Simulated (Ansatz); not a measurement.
# Al (P6_3/mmc): test of the smearing width in Python

How much does the smearing width move the energy of Al (P6_3/mmc)? A script is to give a test of the smearing width; the system is Al (P6_3/mmc).

All numbers are computed with the Python package of Ansatz 0.2.0. Level of theory: DFT r2SCAN, plane waves, PAW.

**1. Starting point**

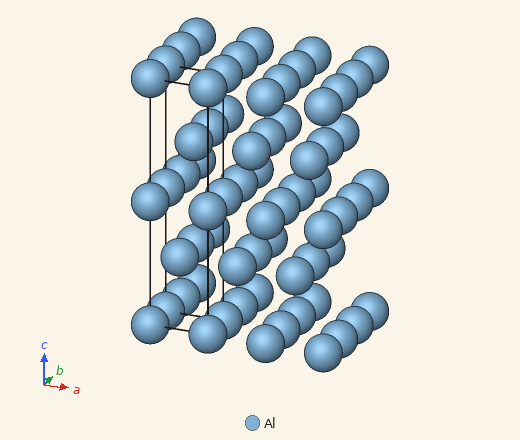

The structure that the script starts from, seen slightly off an axis (aluminium light blue). 3×3×1 cells are drawn. Atoms on cell faces are repeated.

No structure file is read: the coordinates are typed or built in the script.

**2. The code**

The input, run_smear.py:

```python
"""Smearing width test for Al."""

import logging
import sys

import ansatz
import matplotlib.pyplot as plt

logging.basicConfig(stream=sys.stdout, format="[%(levelname)s] %(message)s")
logger = logging.getLogger("al")
logger.setLevel(logging.INFO)


def main() -> None:
    lattice = ansatz.Lattice.of(
        (2.827077, 0.0, 0.0),
        (-1.413539, 2.448321, 0.0),
        (0.0, 0.0, 9.185993),
    )
    sites = [
        ("Al", (0.0, 0.0, 0.0)),
        ("Al", (1 / 3, 2 / 3, 0.25)),
        ("Al", (0.0, 0.0, 0.5)),
        ("Al", (2 / 3, 1 / 3, 0.75)),
    ]
    system = ansatz.Crystal(lattice=lattice)
    for symbol, position in sites:
        system = system.atom(symbol, position)

    setup = system.calculation()
    setup = setup.functional("r2scan")
    setup = setup.kpoints(9, 9, 3).forces()
    setup = setup.stress()

    rows = []
    for value in [0.25, 0.15, 0.1, 0.05, 0.025]:
        r = setup.occupations("gaussian", width=value).run().report
        rows.append((value, r["free_energy_ev"] / len(r["lattice"]["sites"]), r["n_iterations"], sum(r["stress_gpa"][i][i] for i in range(3)) / 3, max(abs(f) for row in r["forces_ev_ang"] for f in row), r["n_kpoints"]))

    logger.info("  width (eV)   F/atom (eV)    iterations       P (GPa)  max component (eV/A)      k-points")
    for row in rows:
        logger.info(f"{str(row[0]):>12s}  {row[1]:12.5f}  {row[2]:12d}  {row[3]:12.3f}  {row[4]:20.4f}  {row[5]:12d}")

    # the last row is the reference
    for row in rows[:-1]:
        shift = 1000 * (row[1] - rows[-1][1])
        logger.info(f"{row[0]}: {shift:+.2f} meV/atom" + ("  (within 5 meV)" if abs(shift) < 5 else ""))
    plt.figure(figsize=(4.5, 3))
    plt.plot([str(row[0]) for row in rows], [1000 * (row[1] - rows[-1][1]) for row in rows], "o-")
    plt.xlabel("width (eV)")
    plt.ylabel("F - F(last) (meV/atom)")
    plt.tight_layout()
    plt.savefig("smear.png", dpi=100)


if __name__ == "__main__":
    main()
```

**3. What the engine is handed**

The package turns the script's settings into the engine's input (first run):

```yaml
crystal:
  lattice:
    - [2.827077, 0.0, 0.0]
    - [-1.413539, 2.448321, 0.0]
    - [0.0, 0.0, 9.185993]
  atoms:
    - { symbol: Al, position: [0.0, 0.0, 0.0] }
    - { symbol: Al, position: [0.3333333333333333, 0.6666666666666666, 0.25] }
    - { symbol: Al, position: [0.0, 0.0, 0.5] }
    - { symbol: Al, position: [0.6666666666666666, 0.3333333333333333, 0.75] }
kpoints:
  mp_grid:
    grid: [9, 9, 3]
hamiltonian:
  xc: r2scan
scf:
  occupations:
    method: gaussian
    width: 0.25
output:
  forces: true
  stress: true
```

**4. The run**

Command:

```sh
> python run_smear.py
```

The program printed:

```text
DeckWarning: basis.ecutwfc = 500 eV, auto-derived from the records' recommended cutoffs: set by Al (their level for a meta-GGA)
[INFO]   width (eV)   F/atom (eV)    iterations       P (GPa)  max component (eV/A)      k-points
[INFO]         0.25    -540.39900             7         0.253                0.0000            24
[INFO]         0.15    -540.39497             7         0.166                0.0000            24
[INFO]          0.1    -540.39370             7         0.117                0.0000            24
[INFO]         0.05    -540.39296             7         0.068                0.0000            24
[INFO]        0.025    -540.39270             7         0.058                0.0000            24
[INFO] 0.25: -6.31 meV/atom
[INFO] 0.15: -2.28 meV/atom  (within 5 meV)
[INFO] 0.1: -1.01 meV/atom  (within 5 meV)
[INFO] 0.05: -0.26 meV/atom  (within 5 meV)
```

(Warnings from the package without file and line.)

Run time: 19 s. Hardware: 1 thread of Arm Neoverse V1, shared host; peak memory 0.57 GiB.

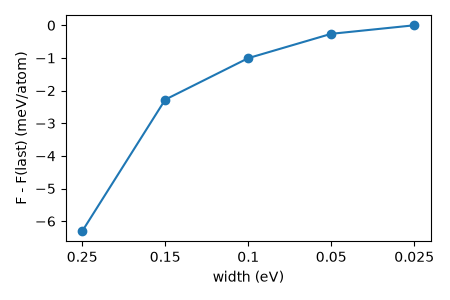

The script's own figure, smear.png.

**5. Inputs of later runs**

The engine's inputs for some of the other runs:

Run 2, against run 1:

```diff
@@ -19 +19 @@
-    width: 0.25
+    width: 0.15
```

Run 3, against run 1:

```diff
@@ -19 +19 @@
-    width: 0.25
+    width: 0.1
```

Run 5, against run 1:

```diff
@@ -19 +19 @@
-    width: 0.25
+    width: 0.025
```

**6. The runs side by side**

From the records of these 5 runs:

```csv
run,width (eV),energy from run 5 (meV/atom),the same at zero width (meV/atom),pressure (GPa),SCF cycles,CPU time (s)
1,0.25,-6.31,-0.30,0.25,7,3.6
2,0.15,-2.28,-0.09,0.17,7,3.5
3,0.1,-1.01,-0.14,0.12,7,3.5
4,0.05,-0.26,-0.10,0.07,7,3.5
5,0.025,0.00,0.00,0.06,7,3.5
```

Energies are free energies F = E - TS of the smeared occupations. 

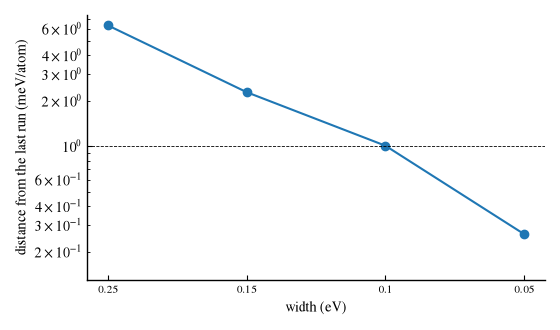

How far each run lies from the last one; the dashed line marks 1 meV/atom.

**7. Results**

```
                              quantity           value
                         runs compared               5
       last run but one, from the last  -0.26 meV/atom
within 5 meV/atom of the last run from            0.15
```

What this shows: Going from 0.025 to 0.25 eV changes F by -6.3 meV an atom. With this scheme F falls roughly as the square of the width; the report's estimate for zero width (energy_sigma0_ev) moves by only -0.3 meV. The pressure moves from 0.06 to 0.25 GPa. What to keep in mind:
- For a metal this k-point mesh is coarse: on a finer one energies can move by several to tens of meV an atom and pressures by half a GPa or more, differences at one mesh by less.
- The free energy holds a sizeable smearing term, which stands for no physical temperature.
- Forces vanish by symmetry here and test nothing.
- The narrowest width needs the finest mesh, so the last row is no converged reference.
- Pressure is positive in compression.
- This isn't the structure that Al takes at ambient conditions. Whether this is the phase that is stable at ambient conditions was not tested.
